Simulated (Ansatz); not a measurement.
## CdS, response to strain

The reference is CdS in the wurtzite structure (space group P6_3mc, No. 186; a = 4.0741 Å, c = 6.6367 Å). Axes: x lies along a and z along c of the hexagonal cell.

Strains are applied to the cell and any free atomic positions relax.

All numbers come from Ansatz (a first-principles code) LDA, no spin-orbit coupling.

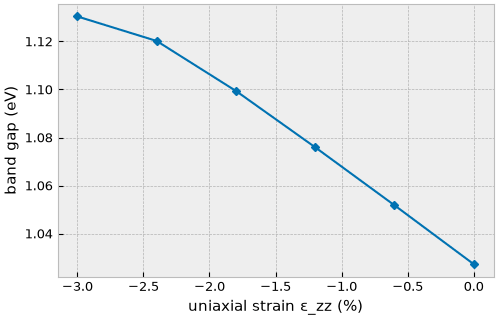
Fig. 1. Band gap against uniaxial strain ε_zz

| uniaxial strain ε_zz (%) | band gap |
|---|---|
| -3 | 1.13 eV |
| -2.4 | 1.12 eV |
| -1.8 | 1.10 eV |
| -1.2 | 1.08 eV |
| -0.6 | 1.05 eV |

Gaps are read on the SCF mesh and a high-symmetry path. Stability against distortions was not tested.
